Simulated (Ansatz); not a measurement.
# ClHSSn: the cost of one run

Method: RKS r2SCAN-D4/def2-SVP, in Ansatz 0.2.0.

## Step 1: Starting point

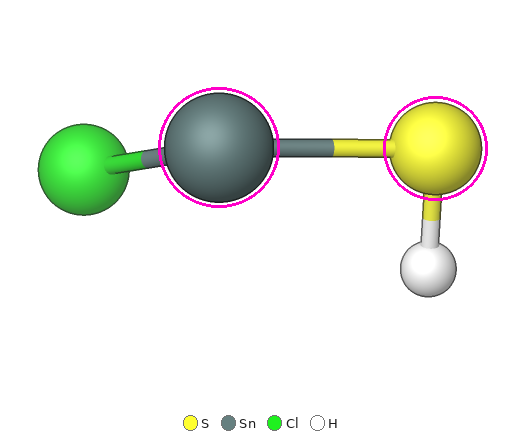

The starting structure, seen from a free direction (sulfur yellow, tin teal, chlorine green, hydrogen white). Ringed: S1, Sn2.

As a file:

```xyz
4

S     0.3268    1.3257   -0.7647
Sn   -1.2657   -0.3476   -0.0566
Cl   -0.1027   -2.3212    0.3910
H     1.0971    1.2829    0.4100
```

## Step 2: End point A

Contents of input.yaml:

```yaml
crystal:
  periodic: [false, false, false]
  atoms:
    - { symbol: S, position_ang: [0.3268, 1.3257, -0.7647] }
    - { symbol: Sn, position_ang: [-1.2657, -0.3476, -0.0566] }
    - { symbol: Cl, position_ang: [-0.1027, -2.3212, 0.391] }
    - { symbol: H, position_ang: [1.0971, 1.2829, 0.41] }
basis:
  gaussian: { orbitals: def2-SVP }
hamiltonian:
  xc: r2scan
  dispersion: d4
relax:
  f_tol: 0.015
  max_steps: 40
```

The run is started by

```bash
$ ansatz run input.yaml --threads 1 --pin off --max-ram 2048MiB --backend cpu --events-out ev --progress --plain --runs-dir out
```

**Question.** How long does this run take on 1 thread of Intel Xeon 6975P-C (Granite Rapids), shared host, and how much memory does it need?

About 18 s, with a peak of 0.16 GiB.
